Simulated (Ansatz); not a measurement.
## Geometry relaxation of Al5H3O9 (part 2 of 2)

Continued. System: Al5H3O9. Method: RKS r2SCAN-D4/def2-SVP (Ansatz 0.2.0). The geometry: GFN2-xTB start.

Trajectory as extended XYZ (Å, eV, eV/Å), 6 of the 24 frames kept, from step=1 to step=24
```
17
Properties=species:S:1:pos:R:3:forces:R:3 step=1 energy=-51432.69659
Al   -0.0036    2.9512    2.9978    0.0098   0.3756   0.5717
Al    0.7601    0.4208   -1.1563    1.1180   0.3896   0.5689
Al   -0.3501   -2.2483   -2.2443   -0.0034   0.7413   1.8781
Al    0.0650    1.6653    0.9468   -0.3893   1.4990   2.0980
Al   -0.4959   -1.6308    0.8421    0.0467   0.1032  -0.5631
O     1.0342   -1.0542   -2.1242    2.3373  -2.0376  -0.6962
O     1.2877    2.3901    2.0647    0.9763  -0.2889  -0.3781
O     0.0975   -0.0229    0.5417    0.0294  -0.0424  -0.5572
O    -0.7060   -1.9714    2.4280   -0.0087   0.1578   0.8797
O    -0.7087   -2.4755   -0.5664   -0.2315  -0.5283  -0.2504
O    -1.2318    2.3787    1.9909   -0.9978  -0.3873  -0.5369
O     0.0762    2.1045   -0.7773   -0.4080  -0.0698  -0.1709
O    -0.7247   -3.1480   -3.5311   -0.4817  -1.3301  -1.7539
O    -0.2555   -0.3632   -2.3695   -2.6055   1.1389  -1.2636
H     2.2426    0.7154   -0.8572    0.7128   0.4867   0.0790
H    -0.1351    2.9030   -1.2633    0.0290   0.1470  -0.0908
H    -0.9518   -2.6146    3.0775   -0.1334  -0.3546   0.1858
17
Properties=species:S:1:pos:R:3:forces:R:3 step=6 energy=-51433.67370
Al   -0.5866    2.7041    3.0775    0.1691  -0.4152  -0.4751
Al    1.1071    0.3978   -1.2511    0.0089  -0.1356  -0.0736
Al   -0.5875   -2.1320   -2.1416    0.0541   0.0246  -0.1148
Al    0.0429    1.6320    1.0003    0.0153  -0.0336   0.3092
Al   -0.3618   -1.5212    0.8817   -0.0534   0.0094  -0.1402
O     1.0680   -1.2692   -2.1969   -0.1271   0.0993   0.0852
O     0.9600    2.4932    2.2941   -0.5040   0.1056   0.0177
O     0.4970   -0.0354    0.4731   -0.0312   0.0035  -0.0053
O    -0.5268   -1.7725    2.5283    0.0987   0.1099   0.2099
O    -0.8913   -2.3804   -0.4585   -0.0390   0.0309   0.1243
O    -1.5241    1.8555    1.8708    0.3663   0.1639   0.0984
O     0.2598    2.0498   -0.7388   -0.0711   0.2768  -0.1124
O    -1.2155   -3.0614   -3.4027    0.0143   0.0537   0.0773
O    -0.1685   -0.2889   -2.4085    0.1479  -0.0528   0.0549
H     2.6078    0.8613   -1.4283   -0.1037   0.0028  -0.0270
H     0.2333    2.8959   -1.2086    0.0827  -0.2207   0.1277
H    -0.9138   -2.4285    3.1092   -0.0277  -0.0225  -0.1562
17
Properties=species:S:1:pos:R:3:forces:R:3 step=10 energy=-51434.04328
Al   -0.9306    2.0272    3.0418    0.2258  -0.0834  -0.1943
Al    1.2483    0.3760   -1.3086    0.0143  -0.0857   0.0749
Al   -0.7288   -1.9953   -2.0010    0.0269   0.0939   0.1455
Al    0.1399    1.6280    0.9082   -0.0311   0.1406   0.1844
Al   -0.4119   -1.2309    0.9672   -0.2066   0.4686   0.1526
O     1.0290   -1.3553   -2.0924   -0.0762   0.0541  -0.0149
O     0.5831    2.5797    2.3576   -0.4623  -0.2543  -0.0583
O     0.7530    0.0080    0.4430    0.1180  -0.0129  -0.1256
O    -0.3427   -1.5515    2.6349   -0.0538  -0.1474   0.1232
O    -1.1343   -2.0440   -0.3164    0.0032   0.0193  -0.0843
O    -1.4749    1.1620    1.6284    0.3442  -0.2388  -0.1465
O     0.4298    2.0889   -0.7914   -0.0341   0.0330   0.0679
O    -1.4246   -2.9571   -3.2009   -0.0187  -0.0126   0.0083
O    -0.0735   -0.2603   -2.4244    0.0027  -0.0651   0.0140
H     2.7003    0.8554   -1.6658    0.0164  -0.0200  -0.0383
H     0.4609    2.9365   -1.2472    0.0400   0.0081  -0.0391
H    -0.8231   -2.2672    3.0670    0.0912   0.1026  -0.0694
17
Properties=species:S:1:pos:R:3:forces:R:3 step=15 energy=-51435.56017
Al   -0.9441    1.0839    2.9871    0.1698  -0.8049  -0.3337
Al    1.3483    0.3385   -1.3263    0.0075   0.0465  -0.1616
Al   -0.7790   -1.9092   -1.8795   -0.0804  -0.1977  -0.3835
Al    0.2052    1.6737    0.8291   -0.2991   0.1770   0.1966
Al   -0.6013   -0.8519    0.9756    0.1189  -0.0062  -0.6623
O     0.9900   -1.3648   -2.1010    0.0452   0.0450   0.0508
O     0.2333    2.2751    2.4775    0.2902  -0.2178   0.2103
O     0.9003    0.0634    0.4081   -0.0628  -0.1385   0.1651
O    -0.4435   -1.1003    2.7452   -0.4062   0.2639   0.4121
O    -1.2012   -1.8828   -0.2141    0.0448  -0.1487   0.3285
O    -1.3870    0.7702    1.2686   -0.0977   0.0641  -0.0027
O     0.5627    2.1852   -0.8174    0.0535  -0.0135   0.0462
O    -1.5302   -2.9072   -3.0171    0.0185   0.0716   0.0626
O    -0.0611   -0.2157   -2.3904    0.0000   0.0412   0.0945
H     2.7742    0.7959   -1.8021   -0.0162   0.0119   0.0136
H     0.5696    3.0060   -1.3215   -0.0041  -0.0238   0.0001
H    -0.6361   -1.9599    3.1782    0.2181   0.8297  -0.0366
17
Properties=species:S:1:pos:R:3:forces:R:3 step=19 energy=-51436.13033
Al   -1.0233    0.8945    2.8654   -0.0253  -0.0510  -0.0359
Al    1.3400    0.3793   -1.3418   -0.0692  -0.0490   0.0023
Al   -0.7904   -2.0133   -1.8990    0.0258   0.0014   0.0366
Al    0.2256    1.6624    0.8650   -0.0057  -0.0200  -0.0009
Al   -0.5961   -0.8518    0.8111    0.0625   0.3231   0.3462
O     0.9252   -1.2944   -2.1243   -0.0286  -0.0085  -0.0116
O     0.2428    2.0574    2.5708    0.0371   0.0198   0.0229
O     0.9359    0.0464    0.4078   -0.0106   0.0397   0.0092
O    -0.6199   -0.9077    2.7155   -0.0840  -0.0451  -0.0631
O    -1.0885   -2.0963   -0.1772   -0.0464  -0.2135  -0.2663
O    -1.4104    0.7767    1.0983    0.0534  -0.0347  -0.0148
O     0.6535    2.2291   -0.7446    0.0330  -0.0077   0.0130
O    -1.5605   -2.9413   -3.0532   -0.0122   0.0086  -0.0322
O    -0.2028   -0.1844   -2.2035    0.0295  -0.0285  -0.0210
H     2.7441    0.8289   -1.8820   -0.0094   0.0127  -0.0054
H     0.6950    3.0606   -1.2288   -0.0145  -0.0166   0.0083
H    -0.4703   -1.6461    3.3207    0.0646   0.0692   0.0129
17
Properties=species:S:1:pos:R:3:forces:R:3 step=24 energy=-51436.14564
Al   -1.0554    0.9011    2.8644    0.0087  -0.0080   0.0057
Al    1.3401    0.3546   -1.3272   -0.0057   0.0025  -0.0031
Al   -0.7917   -2.0025   -1.9200   -0.0049   0.0078  -0.0072
Al    0.2182    1.6513    0.8729   -0.0033  -0.0022  -0.0034
Al   -0.6206   -0.8546    0.8255    0.0103   0.0073   0.0112
O     0.9369   -1.3136   -2.1305   -0.0032  -0.0005   0.0037
O     0.2279    2.0497    2.5782    0.0000  -0.0009   0.0020
O     0.9191    0.0319    0.4210   -0.0033  -0.0046  -0.0014
O    -0.6575   -0.9072    2.7233   -0.0062   0.0074  -0.0149
O    -1.0971   -2.0859   -0.2035    0.0025  -0.0039   0.0034
O    -1.4278    0.7739    1.0977   -0.0024  -0.0036  -0.0039
O     0.6579    2.2112   -0.7338    0.0009  -0.0114   0.0066
O    -1.5802   -2.8952   -3.0923    0.0026  -0.0021   0.0024
O    -0.1751   -0.1907   -2.2370    0.0065  -0.0004   0.0020
H     2.7501    0.8084   -1.8482    0.0008  -0.0020   0.0022
H     0.6714    3.0349   -1.2318   -0.0022   0.0073  -0.0022
H    -0.3163   -1.5673    3.3413   -0.0010   0.0076  -0.0029
```

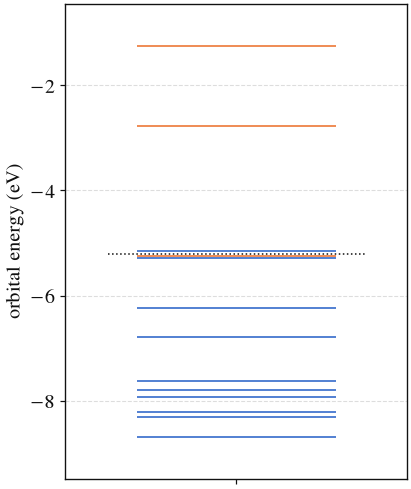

**Figure 1.** Orbital energies near the frontier; the dotted line parts filled from empty levels, and levels within 0.02 eV of each other stand side by side. Highest filled −5.16 eV, lowest empty −5.24 eV, −0.08 eV apart.

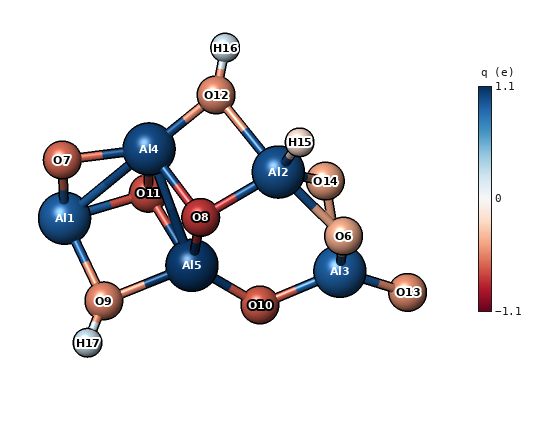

**Figure 2.** Mulliken charges, as the colour of each atom (ball-and-stick view, seen at a tilt; atoms are numbered from 1 in the order of the input). By element: Al +0.90 to +1.05, O −0.77 to −0.40 and H −0.17 to +0.25 e.

The run was set up as follows.

Input
```yaml
crystal:
  periodic: [false, false, false]
  atoms:
    - {symbol: Al, position_ang: [-0.003580, 2.951230, 2.997830]}
    - {symbol: Al, position_ang: [0.760130, 0.420810, -1.156270]}
    - {symbol: Al, position_ang: [-0.350100, -2.248270, -2.244280]}
    - {symbol: Al, position_ang: [0.065010, 1.665310, 0.946850]}
    - {symbol: Al, position_ang: [-0.495860, -1.630830, 0.842070]}
    - {symbol: O, position_ang: [1.034220, -1.054210, -2.124200]}
    - {symbol: O, position_ang: [1.287740, 2.390050, 2.064660]}
    - {symbol: O, position_ang: [0.097530, -0.022940, 0.541690]}
    - {symbol: O, position_ang: [-0.706020, -1.971430, 2.428020]}
    - {symbol: O, position_ang: [-0.708710, -2.475480, -0.566430]}
    - {symbol: O, position_ang: [-1.231850, 2.378700, 1.990890]}
    - {symbol: O, position_ang: [0.076180, 2.104470, -0.777270]}
    - {symbol: O, position_ang: [-0.724730, -3.148040, -3.531060]}
    - {symbol: O, position_ang: [-0.255540, -0.363180, -2.369470]}
    - {symbol: H, position_ang: [2.242550, 0.715370, -0.857240]}
    - {symbol: H, position_ang: [-0.135110, 2.903050, -1.263300]}
    - {symbol: H, position_ang: [-0.951850, -2.614620, 3.077520]}
basis:
  gaussian: {orbitals: def2-SVP}
hamiltonian: {xc: r2scan, dispersion: d4}
scf: {lower_state_search: "off"}
output: {orbitals: {seedname: orbitals}}
relax: {f_tol: 0.03, max_steps: 70}
```

Launched with:
```bash
ansatz run in.yaml --threads 4 --pin off --events-out ev --progress --plain --max-ram 9574MiB
```

Key numbers

| quantity | value |
| --- | --- |
| outcome | converged |
| total energy | −51436.1457 eV |
| mean-field energy | −51435.9409 eV |
| dispersion energy | −0.2047 eV |
| HOMO | −5.16 eV |
| LUMO | −5.24 eV |
| largest force (length of the vector) at the end | 0.018 eV/Å |
| dipole moment | 11.85 D |
| hardware | 4 threads of Arm Neoverse V1, 23 GiB of memory available, shared host |
| wall time | 4.2 min (CPU time 16 min) |
| peak memory | 0.48 GiB |
